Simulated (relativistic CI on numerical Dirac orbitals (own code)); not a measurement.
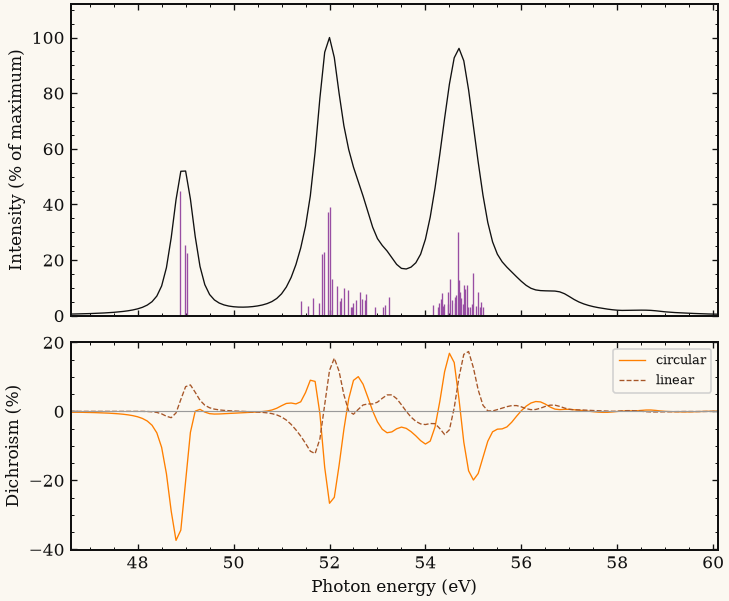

N₆,₇ X-ray absorption of Os IV (Os³⁺), [Xe] 4f¹⁴ 5d⁵, in a field of D3d symmetry with 10Dq = 33,250, Dσ = −1,200, Dτ = −80 cm⁻¹. Sticks are the strongest transitions, on a scale of their own. Multiplet model: relativistic Dirac–Coulomb–Breit theory, one configuration a step, Slater integrals scaled by 0.9, 10 K, Voigt broadening (Lorentzian 0.3 eV, Gaussian 0.3 eV full widths), computed with a radial Dirac CI code. Dichroism is for the ground state at zero temperature, magnetised by an exchange field of 10 meV on Sz (linear: z less the mean of x and y).

**Give the peaks, the centroid and the ground-state spin.**

The main maxima lie at 49.0 eV (52), 52.0 eV (100) and 54.7 eV (96), heights in % of the largest; the centroid is at 53.0 eV. The ground state has S = 0.60. The circular dichroism (Δm = −1 less Δm = +1) is largest at 48.8 eV, −37 % of the isotropic maximum. The magnetised ground state has ⟨Lz⟩ = 0.60 and ⟨Sz⟩ = −0.06.

Note: free-ion energies, so absolute edge positions are off by a few eV from solids.
